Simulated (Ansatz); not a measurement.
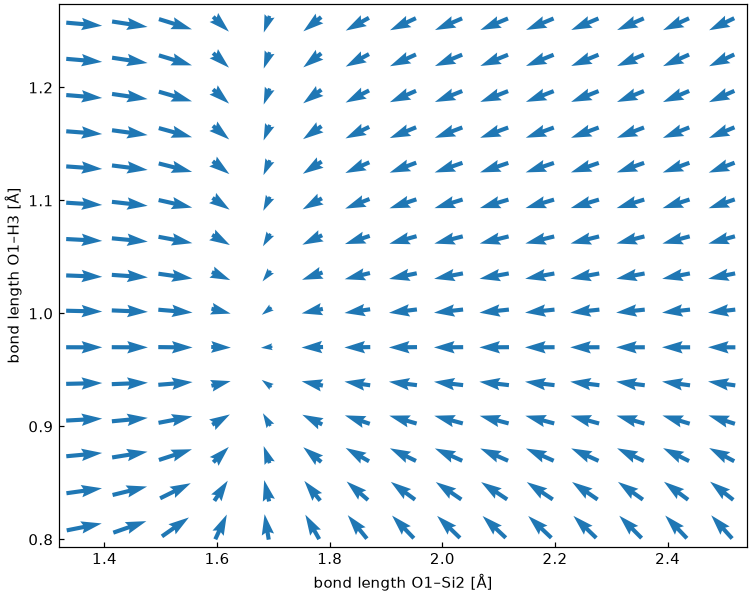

H₂OSi, SMILES O[SiH]. Coordinates scanned: (1) bond length O1–Si2; (2) bond length O1–H3. Nothing is relaxed (all other coordinates rigid). Grid: 15 × 15 points. The restricted reference is unstable at some or all points, so the energies there are unreliable. These are results of Ansatz, RHF-MP2, frozen core/def2-TZVP, not measurements.

Drawn: arrows along the force (downhill), their lengths compressed.

### The arrows alone are given. Where is the energy lowest?

The arrows converge at about bond length O1–Si2 = 1.664 Å, bond length O1–H3 = 0.966 Å (read from the interpolated surface).

The energy map of the same scan:

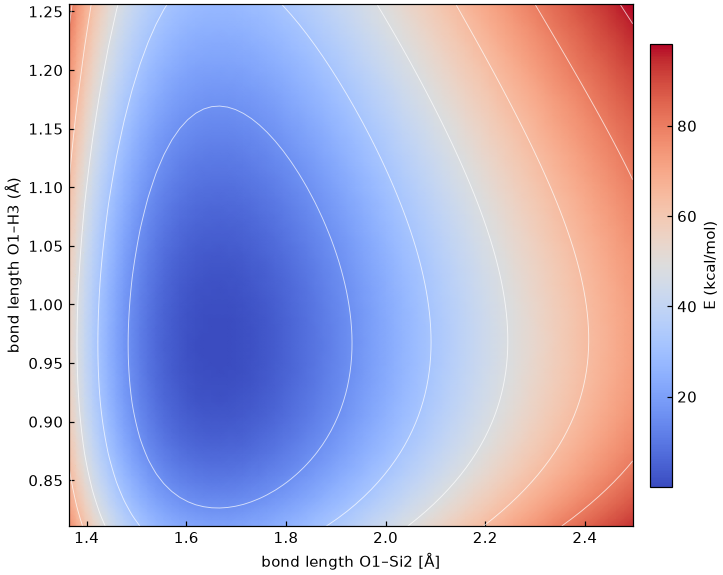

Energies are in kcal/mol, from the relaxed molecule at the same level; between grid points the surface is interpolated.
